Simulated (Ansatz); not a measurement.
# Calculations on BH5SO

### Relaxation

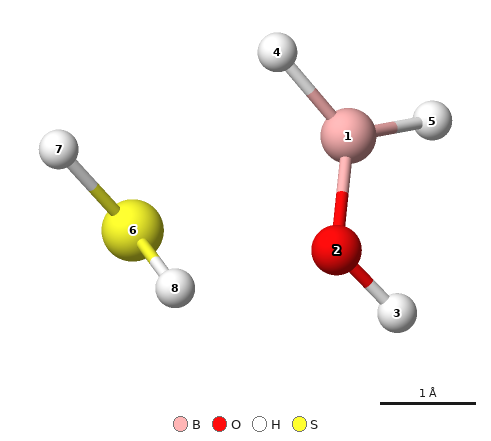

Starting structure of BH5SO. A ball-and-stick model, seen at a tilt.

The run prepares an end point of a later path (reaction) calculation, from a guessed geometry.

Level of theory: RKS B3LYP-D4/def2-SVP (Ansatz 0.2.0).

Input file:
```yaml
crystal:
  periodic: [false, false, false]
  atoms:
    - { symbol: B, position_ang: [-0.014998, -0.204943, 0.172732] }
    - { symbol: O, position_ang: [-0.259144, -0.626733, 1.466368] }
    - { symbol: H, position_ang: [-1.195975, -0.791961, 1.636852] }
    - { symbol: H, position_ang: [1.137998, -0.010391, -0.114608] }
    - { symbol: H, position_ang: [-0.914882, -0.139688, -0.630514] }
    - { symbol: S, position_ang: [-0.057341, 2.678253, 1.292307] }
    - { symbol: H, position_ang: [1.287739, 2.613151, 1.172341] }
    - { symbol: H, position_ang: [-0.091097, 1.510612, 2.025222] }
basis:
  gaussian: { orbitals: def2-SVP }
hamiltonian:
  xc: b3lyp
  dispersion: d4
relax:
  f_tol: 0.03
  max_steps: 50
output:
  orbitals: {}
```

Command:
```bash
ansatz run input.yaml --threads 1 --pin off --max-ram 2048MiB --backend cpu --events-out ev --progress --plain --runs-dir out
```

### Predict the outcome.

The energy falls by 1.58 kcal/mol in 10 accepted moves (12 points after the start). Largest force component: 0.78 eV/Å at the start, 0.028 eV/Å at the end. The line search rejected the trial steps at points 2, 9 of the run. H8 moves most after the best rigid fit: 0.56 Å. Largest moves by element: H 0.56 Å, O 0.22 Å, S 0.09 Å, B 0.07 Å. Some distances before and after: B1–O2 1.382 → 1.354 Å, S6–H8 1.379 → 1.352 Å. Cost: 22 s on 1 thread of Intel(R) Xeon(R) Platinum 8488C (Sapphire Rapids), with other jobs on the host, peak memory 0.16 GiB.

Step by step:

| step | E − E(0), kcal/mol | largest force component, eV/Å | note |
| --- | --- | --- | --- |
| 0 | 0.00 | 0.7751 |  |
| 1 | -1.22 | 0.5817 |  |
| 2 | 0.57 | 1.5027 | rejected |
| 3 | -1.42 | 0.0568 |  |
| 4 | -1.45 | 0.0741 |  |
| 5 | -1.50 | 0.0819 |  |
| 6 | -1.52 | 0.1044 |  |
| 7 | -1.54 | 0.1054 |  |
| 8 | -1.56 | 0.0754 |  |
| 9 | -1.54 | 0.1168 | rejected |
| 10 | -1.56 | 0.0459 |  |
| 11 | -1.57 | 0.0532 |  |
| 12 | -1.58 | 0.0282 |  |

Final geometry:

```xyz
8

B    -0.0210   -0.2745    0.1741
O    -0.3128   -0.8190    1.3789
H    -1.2537   -0.9965    1.5003
H     1.1462   -0.0598   -0.0459
H    -0.8800   -0.0920   -0.6582
S    -0.0651    2.7618    1.3186
H     1.2311    2.5846    0.9792
H     0.0477    1.9237    2.3736
```

After the run, drawn alike:

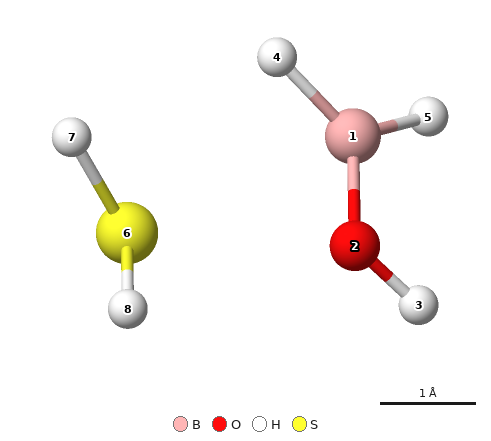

Limits of the set-up: the start holds two separate molecules, 2.2 Å apart at their closest, whose relative position is a soft coordinate.

### Relaxation

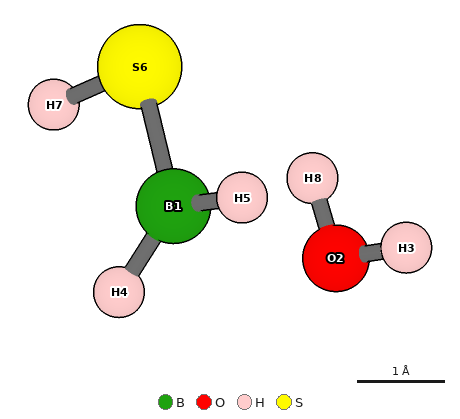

BH5SO, before the relaxation. Style: ball-and-stick. Shown from a free direction.

The run prepares an end point of a later path (reaction) calculation, from a guessed geometry.

Theory: RKS B3LYP-D4/def2-SVP in Ansatz 0.2.0.

Input
```yaml
crystal:
  periodic: [false, false, false]
  atoms:
    - { symbol: B, position_ang: [0.081698, 0.597512, -0.137878] }
    - { symbol: O, position_ang: [-0.186874, -0.433041, 2.239585] }
    - { symbol: H, position_ang: [-1.079222, -0.803992, 2.211757] }
    - { symbol: H, position_ang: [1.1485, 0.081452, -0.307998] }
    - { symbol: H, position_ang: [-0.965543, 0.135715, -0.511076] }
    - { symbol: S, position_ang: [-0.04018, 2.336797, 0.501055] }
    - { symbol: H, position_ang: [1.281825, 2.580559, 0.675663] }
    - { symbol: H, position_ang: [-0.347903, 0.533298, 2.349593] }
basis:
  gaussian: { orbitals: def2-SVP }
hamiltonian:
  xc: b3lyp
  dispersion: d4
relax:
  f_tol: 0.03
  max_steps: 50
output:
  orbitals: {}
```

Command:
```bash
ansatz run input.yaml --threads 1 --pin off --max-ram 2048MiB --backend cpu --events-out ev --progress --plain --runs-dir out
```

Question: What does the optimiser find from here?

Answer: After 7 accepted moves (9 points after the start) the energy has fallen by 22.1 kJ/mol. The largest force component goes from 0.81 to 0.017 eV/Å. The line search rejected the trial steps at points 1, 6 of the run. The atom that moves furthest after the best rigid fit is O2 (0.48 Å). Largest moves by element: O 0.48 Å, B 0.39 Å, H 0.37 Å, S 0.05 Å. Some distances before and after: B1–O2 2.605 → 1.738 Å, B1–S6 1.857 → 1.884 Å, B1–H5 1.204 → 1.212 Å, B1–H4 1.197 → 1.205 Å. New bonds form, among them: B1–O2 (2.61 → 1.74 Å). Bond angles that change, for instance: H4–B1–H5 124.5° → 118.3°, H4–B1–S6 120.7° → 116.4°, H5–B1–S6 114.1° → 110.9°.

History of the run:

```json
{"step": "0", "E − E(0), kJ/mol": "0.00", "largest force component, eV/Å": "0.8145", "note": ""}
{"step": "1", "E − E(0), kJ/mol": "1.90", "largest force component, eV/Å": "2.1991", "note": "rejected"}
{"step": "2", "E − E(0), kJ/mol": "-3.92", "largest force component, eV/Å": "0.7799", "note": ""}
{"step": "3", "E − E(0), kJ/mol": "-7.24", "largest force component, eV/Å": "0.6342", "note": ""}
{"step": "4", "E − E(0), kJ/mol": "-13.35", "largest force component, eV/Å": "0.7702", "note": ""}
{"step": "5", "E − E(0), kJ/mol": "-16.99", "largest force component, eV/Å": "1.2238", "note": ""}
{"step": "6", "E − E(0), kJ/mol": "-5.94", "largest force component, eV/Å": "1.1496", "note": "rejected"}
{"step": "7", "E − E(0), kJ/mol": "-21.55", "largest force component, eV/Å": "0.3807", "note": ""}
{"step": "8", "E − E(0), kJ/mol": "-21.94", "largest force component, eV/Å": "0.0750", "note": ""}
{"step": "9", "E − E(0), kJ/mol": "-22.06", "largest force component, eV/Å": "0.0167", "note": ""}
```

The structure at the end:

```xyz
8

B     0.0154    0.4429    0.2179
O    -0.1376   -0.2147    1.8196
H    -0.9732   -0.7058    1.8766
H     1.0707    0.0106   -0.1701
H    -0.9974    0.0512   -0.3199
S    -0.0652    2.2993    0.5310
H     1.2522    2.5296    0.7435
H    -0.2727    0.6151    2.3221
```

The end point in the same view:

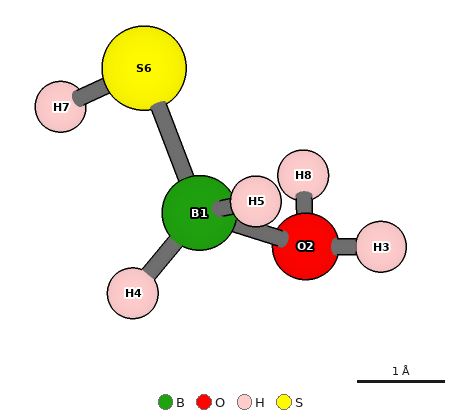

Limits of the set-up: the start holds two separate molecules, 2.5 Å apart at their closest, whose relative position is a soft coordinate.

### Path

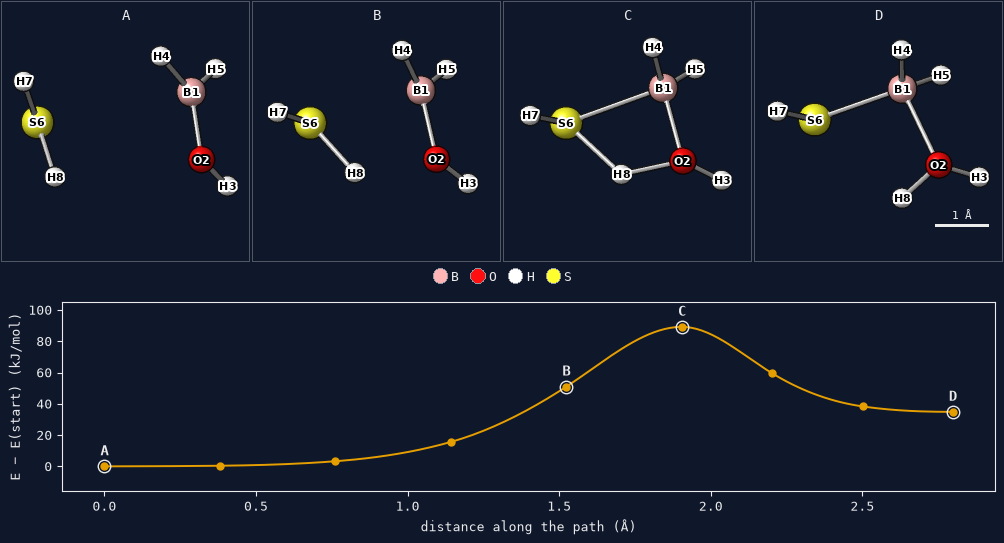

A nudged-elastic-band calculation for BH5SO, made up at the start of BH₃O and H2S. Images are numbered from 0 (start) to 8 (end). Frames A to D are images 0, 4, 5, 8. Style: ball-and-stick. Shown at a tilt.

These are results of RKS B3LYP-D4/def2-SVP in Ansatz 0.2.0, not measurements. Set-up: 7 movable images; climbing image; force threshold 0.05 eV/Å; iteration limit 60; starting path through a guess of the saddle point.

**Describe the mechanism and the energy profile.**

Forward barrier 89.2 kJ/mol, backward barrier 54.3 kJ/mol, with image 5 at the top; the reaction energy is +34.9 kJ/mol. Breaking: S6–H8 (1.35 → 1.58 at the top → 2.47 Å). Forming: B1–S6 (3.25 → 2.10 at the top → 1.88 Å), O2–H8 (2.94 → 1.33 at the top → 0.98 Å). The band converged in 15 iterations, with a climbing image at the top. At the top, the vibrational analysis gives one imaginary mode (1164i cm⁻¹), as a transition state must have.

Limits of the set-up: the start holds two separate molecules, 2.8 Å apart at their closest, whose relative position is a soft coordinate.

The run took 2.7 min on 1 thread of Intel(R) Xeon(R) Platinum 8488C (Sapphire Rapids), with other jobs on the host, peak memory 0.15 GiB.
